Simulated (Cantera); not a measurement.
A closed system holds: 1 mol Nb2O5, 680 mol H2, 0.68 mol H2O, equilibrated at 68.0 Pa.

Equilibrium computed with Cantera from the NASA thermochemical tables; the gas is ideal and each condensed phase is pure. Candidate condensed phases: H2O, Nb, NbO, NbO2, Nb2O5; 12 gas species. Mutual solubility and eutectic melting of coexisting phases are not modelled. NbO: taken at fixed stoichiometry. Condensed phases not in the tables: the oxides between NbO2 and Nb2O5. Rates play no part.

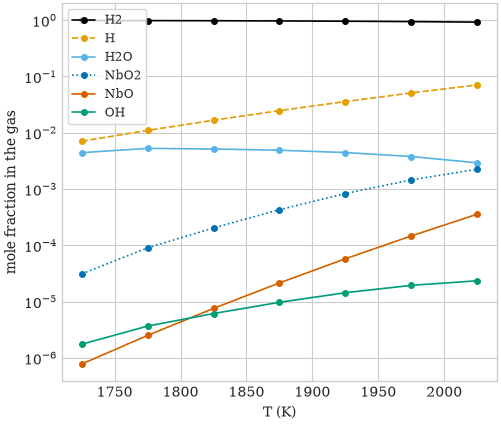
Figure. Equilibrium gas composition (values under 1e-9 drawn at 1e-9)

At 1725 K the condensed part is NbO(s) + NbO2(s). From 1775 K to 2025 K the condensed part is NbO(s). The main Nb-bearing gas is NbO2 throughout. The share of Nb in condensed phases is highest at 1725 K (98.9 %) and lowest at 2025 K (7.8 %).
